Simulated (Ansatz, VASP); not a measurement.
**ZrSe2: VASP beside Ansatz**

Wanted: the spread between two codes on one cell, functional and k mesh.

Main program and level: Ansatz 0.2.0; plane waves, with VASP 6.6.1 beside it; band structure at PBE and single point at PBE.

## (1) The starting structure

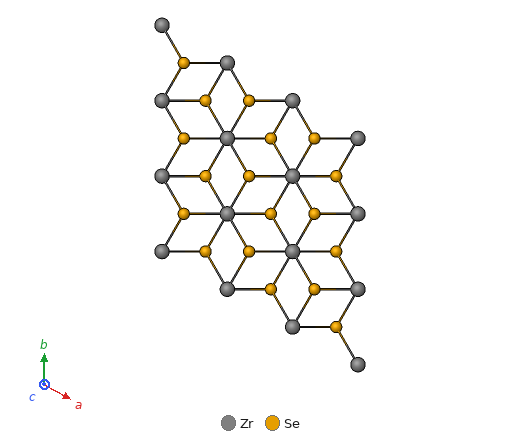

The starting structure, seen from above (zirconium grey, selenium orange). 3×3×1 cells are drawn. Some periodic images of atoms are drawn too.

The cell holds 3 atoms: 1 Zr and 2 Se. Cell: a = 4.315 Å, b = 4.315 Å, c = 12.000 Å, α = 90.0°, β = 90.0°, γ = 120.0°. Vacuum lies along c.

## (2) VASP: band structure, PBE

The same path points are solved in both programs, so levels can be compared one by one.

Lines of VASP's logs that name or quote its potential files are left out, and so is its time.

Input file INCAR:

```
SYSTEM = ZrSe2
PREC = Accurate
ENCUT = 370
EDIFF = 1E-08
NELM = 100
ISMEAR = 0
SIGMA = 0.01
LREAL = .FALSE.
ALGO = Normal
GGA = PE
NBANDS = 18
LASPH = .TRUE.
LORBIT = 11
LWAVE = .TRUE.
LCHARG = .FALSE.
KPAR = 8
```

Input file POSCAR:

```
ZrSe2
1.0
    4.3153998800      0.0000000000      0.0000000000
   -2.1576999400      3.7372459236      0.0000000000
    0.0000000000      0.0000000000     12.0000000000
Zr Se
1 2
Direct
    0.0000000000      0.0000000000      0.5000000000
    0.3333333333      0.6666666667      0.6090785233
    0.6666666667      0.3333333333      0.3909214767
```

Input file KPOINTS:

```
Automatic mesh
0
Gamma
9 9 1
0 0 0
```

Input file KPOINTS_OPT:

```
Line mode
12
Line-mode
Reciprocal
  0.00000000   0.00000000   0.00000000 GAMMA
  0.50000000   0.00000000   0.00000000 M

  0.50000000   0.00000000   0.00000000 M
  0.33333333   0.33333333   0.00000000 K

  0.33333333   0.33333333   0.00000000 K
  0.00000000   0.00000000   0.00000000 GAMMA

  0.00000000   0.00000000   0.00000000 GAMMA
  0.00000000   0.00000000   0.50000000 A

  0.00000000   0.00000000   0.50000000 A
  0.50000000   0.00000000   0.50000000 L

  0.50000000   0.00000000   0.50000000 L
  0.33333333   0.33333333   0.50000000 H

  0.33333333   0.33333333   0.50000000 H
  0.00000000   0.00000000   0.50000000 A

  0.50000000   0.00000000   0.50000000 L
  0.50000000   0.00000000   0.00000000 M

  0.33333333   0.33333333   0.00000000 K
  0.33333333   0.33333333   0.50000000 H
```

PAW data sets: Zr_sv_GW and Se_GW (PBE family, release 64).

Launch:

```console
mpirun -np 8 vasp_std
```

Numbers of over 12 decimals in the logs are rounded to 6 here.

What it wrote:

```text
[banner, memory and clock lines left out]
running    8 mpi-ranks, on    1 nodes
 distrk:  each k-point on    1 cores,    8 groups
 distr:  one band on    1 cores,    1 groups

 POSCAR found type information on POSCAR ZrSe
 POSCAR found :  2 types and       3 ions
|                                                                             |
|           W    W    AA    RRRRR   N    N  II  N    N   GGGG   !!!           |
|           W    W   A  A   R    R  NN   N  II  NN   N  G    G  !!!           |
|           W    W  A    A  R    R  N N  N  II  N N  N  G       !!!           |
|           W WW W  AAAAAA  RRRRR   N  N N  II  N  N N  G  GGG   !            |
|           WW  WW  A    A  R   R   N   NN  II  N   NN  G    G                |
|           W    W  A    A  R    R  N    N  II  N    N   GGGG   !!!           |
|                                                                             |
|     For optimal performance we recommend to set                             |
|       NCORE = 2 up to number-of-cores-per-socket                            |
|     NCORE specifies how many cores store one orbital (NPAR=cpu/NCORE).      |
|     This setting can greatly improve the performance of VASP for DFT.       |
|     The default, NCORE=1 might be grossly inefficient on modern             |
|     multi-core architectures or massively parallel machines. Do your        |
|     Unfortunately you need to use the default for GW and RPA                |
|     calculations (for HF NCORE is supported but not extensively tested      |
|     yet).                                                                   |
|                                                                             |

 LDA part: xc-table for (Slater+PW92), standard interpolation
 POSCAR, INCAR and KPOINTS ok, starting setup
 FFT: planning ... GRIDC
 FFT: planning ... GRID_SOFT
 FFT: planning ... GRID
 WAVECAR not read
 entering main loop
       N       E                     dE             d eps       ncg     rms          rms(c)
DAV:   1     0.161290682713E+03    0.16129E+03   -0.91189E+03   520   0.799E+02
DAV:   2    -0.965689442674E+01   -0.17095E+03   -0.16810E+03   696   0.251E+02
DAV:   3    -0.246771860883E+02   -0.15020E+02   -0.14995E+02   610   0.748E+01
DAV:   4    -0.249574667709E+02   -0.28028E+00   -0.27992E+00   694   0.136E+01
DAV:   5    -0.249629712296E+02   -0.55045E-02   -0.54997E-02   640   0.143E+00    0.759E+00
DAV:   6    -0.205484278973E+02    0.44145E+01   -0.13480E+01   634   0.161E+01    0.276E+00
DAV:   7    -0.205337801218E+02    0.14648E-01   -0.12679E+00   550   0.553E+00    0.162E+00
DAV:   8    -0.205354130480E+02   -0.16329E-02   -0.26521E-01   628   0.289E+00    0.601E-01
DAV:   9    -0.205257845001E+02    0.96285E-02   -0.16293E-01   636   0.181E+00    0.289E-01
DAV:  10    -0.205217530538E+02    0.40314E-02   -0.22893E-02   596   0.778E-01    0.682E-02
DAV:  11    -0.205218132324E+02   -0.60179E-04   -0.13144E-03   542   0.232E-01    0.272E-02
DAV:  12    -0.205218281701E+02   -0.14938E-04   -0.16595E-04   624   0.763E-02    0.208E-02
DAV:  13    -0.205218944556E+02   -0.66286E-04   -0.25357E-04   598   0.572E-02    0.138E-02
DAV:  14    -0.205219833249E+02   -0.88869E-04   -0.82141E-05   580   0.412E-02    0.911E-03
DAV:  15    -0.205220504524E+02   -0.67128E-04   -0.42661E-05   576   0.284E-02    0.305E-03
DAV:  16    -0.205220600653E+02   -0.96129E-05   -0.43327E-06   640   0.996E-03    0.102E-03
DAV:  17    -0.205220619545E+02   -0.18892E-05   -0.55729E-07   592   0.400E-03    0.642E-04
DAV:  18    -0.205220622681E+02   -0.31354E-06   -0.69262E-08   616   0.146E-03    0.229E-04
DAV:  19    -0.205220623194E+02   -0.51317E-07   -0.20267E-08   502   0.737E-04    0.118E-04
DAV:  20    -0.205220623302E+02   -0.10832E-07   -0.62102E-09   432   0.511E-04    0.379E-05
DAV:  21    -0.205220623308E+02   -0.60459E-09   -0.53660E-10   306   0.183E-04
   1 F= -.20522062E+02 E0= -.20522062E+02  d E =-.702546E-48
 Start KPOINTS_OPT (optional k-point list driver)
k-point batch [1-12\108]
       N       E                     dE             ncg
DAV:   1    -0.224871581905E+04   -0.55688E+04      512
DAV:   2    -0.435386588182E+04   -0.21052E+04      594
DAV:   3    -0.456689428799E+04   -0.21303E+03      620
DAV:   4    -0.457315904967E+04   -0.62648E+01      638
DAV:   5    -0.457330009781E+04   -0.14105E+00      648
DAV:   6    -0.457330237122E+04   -0.22734E-02      662
DAV:   7    -0.457330245089E+04   -0.79676E-04      660
DAV:   8    -0.457330245383E+04   -0.29415E-05      662
DAV:   9    -0.457330245399E+04   -0.15553E-06      610
DAV:  10    -0.457330245400E+04   -0.71077E-08      518
[...]
k-point batch [97-108\108]
       N       E                     dE             ncg
DAV:   1    -0.249788901717E+04   -0.99257E+04      528
DAV:   2    -0.443025898377E+04   -0.19324E+04      618
DAV:   3    -0.460013672715E+04   -0.16988E+03      664
DAV:   4    -0.460442083669E+04   -0.42841E+01      612
DAV:   5    -0.460446943261E+04   -0.48596E-01      614
DAV:   6    -0.460447083522E+04   -0.14026E-02      654
DAV:   7    -0.460447089820E+04   -0.62983E-04      634
DAV:   8    -0.460447090166E+04   -0.34570E-05      582
DAV:   9    -0.460447090186E+04   -0.20644E-06      554
DAV:  10    -0.460447090188E+04   -0.14884E-07      558
DAV:  11    -0.460447090188E+04   -0.12551E-08      484
 writing wavefunctions
```

OUTCAR, selected parts (step 2):

```text
ion  position               nearest neighbor table
   1  0.000  0.000  0.500-
   2  0.333  0.667  0.609-
   3  0.667  0.333  0.391-

  LATTYP: Found a hexagonal cell.
 ALAT       =     4.3153998800
 C/A-ratio  =     2.7807388269

 Subroutine GETGRP returns: Found 12 space group operations
 (whereof 12 operations were pure point group operations)

The static configuration has the point symmetry D_3d.

 Found     12 irreducible k-points:

   k-points           NKPTS =     12   k-points in BZ     NKDIM =     12   number of bands    NBANDS=     18

   dimension x,y,z NGX =    28 NGY =   28 NGZ =   80
   dimension x,y,z NGXF=    56 NGYF=   56 NGZF=  160

   ENCUT  =  370.0 eV  27.19 Ry    5.21 a.u.   6.77  6.77 18.82*2*pi/ulx,y,z

   NELECT =      24.0000    total number of electrons

 k-points in reciprocal lattice and weights: Automatic mesh
   0.00000000  0.00000000  0.00000000       0.012
   0.11111111 -0.00000000  0.00000000       0.074
   0.22222222  0.00000000  0.00000000       0.074
   0.33333333  0.00000000  0.00000000       0.074
   0.44444444  0.00000000  0.00000000       0.074
   0.11111111  0.11111111  0.00000000       0.074
   0.22222222  0.11111111  0.00000000       0.148
   0.33333333  0.11111111  0.00000000       0.148
   0.44444444  0.11111111  0.00000000       0.074
   0.22222222  0.22222222  0.00000000       0.074
   0.33333333  0.22222222  0.00000000       0.148
   0.33333333  0.33333333  0.00000000       0.025

 average (electrostatic) potential at core
       1-110.8242       2 -59.0929       3 -59.0929

 E-fermi :  -1.8087

 k-point     1 :       0.0000    0.0000    0.0000
  band No.  band energies     occupation
    ...
      8      -4.7511      2.00000
      9      -4.7396      2.00000
     10      -2.2309      2.00000
     11      -2.2179      2.00000
     12      -2.2179      2.00000
     13      -0.9253      0.00000
     14      -0.9253      0.00000
     15      -0.0190      0.00000
     16       2.4735      0.00000
     17       2.6179      0.00000
    ...

 k-point     2 :       0.1111   -0.0000    0.0000
  band No.  band energies     occupation
    ...
      8      -4.6834      2.00000
      9      -4.6792      2.00000
     10      -2.7761      2.00000
     11      -2.4729      2.00000
     12      -2.0952      2.00000
     13      -0.7601      0.00000
     14      -0.6553      0.00000
     15       0.1599      0.00000
     16       1.9206      0.00000
     17       2.4500      0.00000
    ...

 k-point     3 :       0.2222    0.0000    0.0000
  band No.  band energies     occupation
    ...
      8      -4.6017      2.00000
      9      -4.5015      2.00000
     10      -3.4881      2.00000
     11      -2.8946      2.00000
     12      -1.9498      2.00000
     13      -0.6504      0.00000
     14      -0.2679      0.00000
     15       0.2714      0.00000
     16       1.3544      0.00000
     17       2.2139      0.00000
    ...

  Total       -5.8571058     -5.8571058     -0.0347810     -0.0000000     -0.0000000      0.0000000
  in kB      -48.4886041    -48.4886041     -0.2879377     -0.0000000     -0.0000000      0.0000000
  external PRESSURE =     -32.4217153 kB  Pullay stress =       0.0000000 kB

  energy-cutoff  :      370.00
  volume of cell :      193.53
      direct lattice vectors                 reciprocal lattice vectors
     4.315399880  0.000000000  0.000000000     0.231728236  0.133788359  0.000000000
    -2.157699940  3.737245924  0.000000000     0.000000000  0.267576718  0.000000000
     0.000000000  0.000000000 12.000000000     0.000000000  0.000000000  0.083333333

 POSITION                                       TOTAL-FORCE (eV/Angst)
 -----------------------------------------------------------------------------------
      0.00000      0.00000      6.00000         0.000000      0.000000      0.000000
     -0.00000      2.49150      7.30894        -0.000000      0.000000      0.005378
      2.15770      1.24575      4.69106        -0.000000      0.000000     -0.005378
 -----------------------------------------------------------------------------------
    total drift:                               -0.000000     -0.000000     -0.000000

  FREE ENERGIE OF THE ION-ELECTRON SYSTEM (eV)
  ---------------------------------------------------
  free  energy   TOTEN  =       -20.5220623308 eV

  energy  without entropy=      -20.5220623308  energy(sigma->0) =      -20.52206233

 total charge
# of ion       s       p       d       f       tot
--------------------------------------------------
    1        2.397   5.745   0.943   0.010   9.095
    2        1.441   2.333   0.017   0.000   3.791
    3        1.441   2.333   0.017   0.000   3.791
--------------------------------------------------
tot          5.279  10.411   0.978   0.010  16.678

[... 3 further parts left out ...]
```

## (3) Ansatz: band structure, PBE

Ansatz runs on its default PAW (the set named soft_2) files.

The same cell, functional, mesh and smearing now go to Ansatz, which takes its cutoff from its data sets.

Input file input.yaml:

```yaml
crystal:
  lattice:
    - [4.31539988, 0.0, 0.0]
    - [-2.15769994, 3.7372459236, 0.0]
    - [0.0, 0.0, 12.0]
  atoms:
    - { symbol: Zr, position: [0.0, 0.0, 0.5] }
    - { symbol: Se, position: [0.3333333333, 0.6666666667, 0.6090785233] }
    - { symbol: Se, position: [0.6666666667, 0.3333333333, 0.3909214767] }
hamiltonian:
  xc: pbe
  pseudopotentials: { kind: paw }
kpoints:
  mp_grid: { grid: [9, 9, 1] }
  band_path:
    path:
      - [0.0, 0.0, 0.0]
      - [0.13636, 0.0, 0.0]
      - [0.31818, 0.0, 0.0]
      - [0.5, 0.0, 0.0]
      - [0.4697, 0.06061, 0.0]
      - [0.40909, 0.18182, 0.0]
      - [0.34848, 0.30303, 0.0]
      - [0.30303, 0.30303, 0.0]
      - [0.18182, 0.18182, 0.0]
      - [0.12121, 0.12121, 0.0]
      - [0.06061, 0.06061, 0.0]
      - [0.0, 0.0, 0.0]
      - [0.0, 0.0, 0.18182]
      - [0.0, 0.0, 0.27273]
      - [0.0, 0.0, 0.36364]
      - [0.0, 0.0, 0.5]
      - [0.13636, 0.0, 0.5]
      - [0.31818, 0.0, 0.5]
      - [0.5, 0.0, 0.5]
      - [0.4697, 0.06061, 0.5]
      - [0.40909, 0.18182, 0.5]
      - [0.34848, 0.30303, 0.5]
      - [0.30303, 0.30303, 0.5]
      - [0.18182, 0.18182, 0.5]
      - [0.06061, 0.06061, 0.5]
      - [0.5, 0.0, 0.5]
      - [0.5, 0.0, 0.31818]
      - [0.5, 0.0, 0.13636]
      - [0.5, 0.0, 0.0]
      - [0.33333, 0.33333, 0.13636]
      - [0.33333, 0.33333, 0.31818]
      - [0.33333, 0.33333, 0.5]
    npoints: 1
scf:
  occupations: { method: gaussian, width: 0.01 }
  n_extra_bands: 7
output:
  forces: true
  eigenvalues: true
  write_density: true
  write_potential: true
  elf: true
  volumetric_format: npy
```

Launch:

```console
ansatz run input.yaml --threads 2 --pin off --max-ram 4608MiB --backend cpu --events-out ev --progress --plain --runs-dir out
```

What it wrote:

```text
scf.n_extra_bands = 7 over 22 filled bands (N_el = 44.0): the run solves 29 bands
Engine: ansatz 0.2.0, aarch64-unknown-linux-gnu
Pseudopotentials: kind: paw
Pseudopotential: Zr, paw, valence charge 12, recommended cutoff 420 eV (normal), Zr.paw.azcp
Pseudopotential: Se, paw, valence charge 16, recommended cutoff 420 eV (normal), Se.paw.azcp
Functional definition: PBE
  parameter kappa = 0.804
  parameter beta = 0.066725
  exchange = pbe_x(kappa = kappa, mu = beta*pi^2/3)
  correlation = pbe_c(beta = beta)
Crystal: 3 atoms, lattice volume = 193.533 Å³
Basis set: ecut = 420 eV, 3791 PW (Γ), exchange–correlation on 60×60×162 points (8 copies of the dense FFT grid, shifted against one another)
Bands: 29, of which v1, the nominal top of the filled ones, is band 22 counted from 1 (21 counted from 0)
Symmetry: 12 space group operations
Space group: P-3m1 (ITA 164), of the structure as read, at distance tolerance 5.8e-5 Å
k-points: 12 of 81
Non-local potential: Zr, projectors of the file, l = 0: 3, l = 1: 2, l = 2: 2, l = 3: 2
Non-local potential: Se, projectors of the file, l = 0: 2, l = 1: 2, l = 2: 3, l = 3: 1
PAW form: soft (Blöchl's): semilocal exchange-correlation on the pseudo side does not see the compensation charge
PAW one-centre angular grid: Zr, 590 points (default); XC on 64 Gauss nodes
PAW one-centre angular grid: Se, 590 points (default); XC on 64 Gauss nodes
Initial density: superposition of atomic densities (neutral atoms: chi_scale 0, normalization atom), corrected by the library's trained network
Initial wavefunctions: pseudopotential atomic-orbital guess
Functional: x = pbe(κ = 0.804, μ = 0.219515), c = pbe(β = 0.066725)
SCF iter   1: F=—  HF=-15125.240940 eV  |F-HF|=—  |Δ(HF+E_count)|=         —  Δρ=2.30e-3  dr2=2.36e-2  ethr=1.77e-3  ⟨swp⟩=7.0  Hψ=1555  notcnv=0
preconditioner: auto → Resta (q_TF=auto, 2.131 Å⁻¹)  ε∞=2.8  [insulator: Δε(μ)=0.929 eV  Ē_g=7.878 eV  σ=0.010 eV  W_gap=1.00  n_scr=38 (ndim 8)  ℏωp=10.7 eV  f_vac=0.539  D(μ)=0.00/eV (n_scr^D=0)  ε∞_Penn≈2.8  vacuum switching on, ρ_ref=4.5e-3 e/Å³]
SCF iter   2: F=—  HF=-15125.238379 eV  |F-HF|=—  |Δ(HF+E_count)|=   2.56e-3  Δρ=1.08e-3  dr2=3.80e-3  ethr=5.36e-5  ⟨swp⟩=2.3  Hψ=589  notcnv=0  defer=22
SCF iter   3: F=—  HF=-15125.238435 eV  |F-HF|=—  |Δ(HF+E_count)|=   5.51e-5  Δρ=5.05e-4  dr2=5.28e-4  ethr=8.65e-6  ⟨swp⟩=2.2  Hψ=464  notcnv=0  defer=22
SCF iter   4: F=—  HF=-15125.239021 eV  |F-HF|=—  |Δ(HF+E_count)|=   5.86e-4  Δρ=1.54e-4  dr2=4.50e-5  ethr=1.20e-6  ⟨swp⟩=3.0  Hψ=635  notcnv=0  defer=22
SCF iter   5: F=—  HF=-15125.239004 eV  |F-HF|=—  |Δ(HF+E_count)|=   1.67e-5  Δρ=3.81e-5  dr2=3.69e-6  ethr=1.02e-7  ⟨swp⟩=2.1  Hψ=591  notcnv=0  defer=22
SCF iter   6: F=—  HF=-15125.239004 eV  |F-HF|=—  |Δ(HF+E_count)|=   3.58e-7  Δρ=1.10e-5  dr2=2.91e-7  ethr=8.38e-9  ⟨swp⟩=2.2  Hψ=454  notcnv=0  defer=22
SCF iter   7: F=-15125.239004 eV  HF=-15125.239004 eV  |F-HF|=1.31e-8  |Δ(HF+E_count)|=   2.03e-7  Δρ=2.05e-6  dr2=9.70e-9  ethr=2.27e-10  ⟨swp⟩=16.9  Hψ=2459  notcnv=0
SCF 1 converged in 7 iterations: F = -15125.239004 eV  dr2 = 9.70e-9
  greatest PAW one-centre occupation: 1.000 electrons in one spin orbital (limit 2), on the Se atom at site 2 (counted from 0), in its partial waves of l = 2
NSCF: frozen V_eff on 32 k-points
WARN: The output density's exchange-correlation potential varies sharply where the density is thin. Do not read a vacuum level from v_tot or v_xc, or from such a field of the output density. On a cell that repeats whose density bears no net charge and no dipole along the vacuum's axis use v_es (v_loc + v_h of the components); under efield.dipole_correction with no amplitude use v_es + v_field, which holds any externa [...]
SCF converged after 7 iterations
Free energy (F): -15125.239004 eV
Harris-Foulkes:  -15125.239004 eV  (|F-HF|=1.31e-8)
Internal energy: -15125.239004 eV  (E = F + TS)
E sigma→0 (E₀):  -15125.239004 eV
Fermi energy:    0.382365 eV
--- Per-component energies (eV) ---
  E_band       = -1270.120566
  E_kinetic    = 562.169556
  E_local      = -14990.412276  (includes V_loc(G=0)·N_el)
  E_nonlocal   = -1113.695038
  E_hartree    = 7148.379969
  E_xc         = -367.592183
  E_vxc        = -383.779713  (∫ρ·V_xc dr)
  E_paw        = -6775.635987  (= ΣΔE_a)
  E_vpaw       = 358.836643  (= ΣTr[D̂ρ^β])
  E_aug_tail   = -0.001160  (compensation charges beyond the density's cutoff)
  E_ewald      = 411.548115
  E_smearing   = -0.000000  (= −TS)
  E_closure    = -0.000000  (closes the sum)
  Σ components = -15125.239004   (vs F -15125.239004, Δ=0.00e0)
--- Forces (eV/Å), atoms counted from 1 ---
  atom   1  Zr    -0.00000000     0.00000000     0.00000000
  atom   2  Se     0.00000000     0.00000000     0.00231340
  atom   3  Se     0.00000000    -0.00000000    -0.00231340
  max |Σ_I F_I| component: 2.31e-18 eV/Å
--- Band table (eV; the first three rows and the last of 12) ---
  k-point 0: bands = [... 18 lower, -2.9411, -0.4290, -0.4193, -0.4193, 0.8746, 0.8746, 1.7789, 4.2774, ... 3 higher]
  k-point 1: bands = [... 18 lower, -2.8807, -0.9768, -0.6740, -0.2938, 1.0395, 1.1443, 1.9576, 3.7205, ... 3 higher]
  k-point 2: bands = [... 18 lower, -2.7014, -1.6884, -1.0953, -0.1497, 1.1485, 1.5313, 2.0696, 3.1560, ... 3 higher]
  k-point 11: bands = [... 18 lower, -2.9294, -1.3309, -1.3309, -1.3005, 1.0252, 1.9251, 1.9251, 3.5381, ... 3 higher]
```

Wall time 6.3 s (2 threads of Arm Neoverse N1, shared host); peak memory 0.45 GiB; 12 s of CPU time.

In the SCF lines HF is the Harris–Foulkes energy and dr2 the Hartree energy of the density residual, in eV; the loop may stop once dr2 is under the threshold and the program's other checks hold. Hψ counts applications of the Hamiltonian.

(Continued in part 2 of 2.)

[Lines on the potential files, build, host, timing and source positions are cut from VASP's logs without a mark.]

[Logs are printed without paths, hosts, clocks, repeated set-up lines and the standing remarks that a program may print on its own settings, such as how far it seeks lower states.]

[Hosts, paths, dates, database ids (printed as entryN), source tags and the programs' standing remarks are cut or masked in the printed files.]
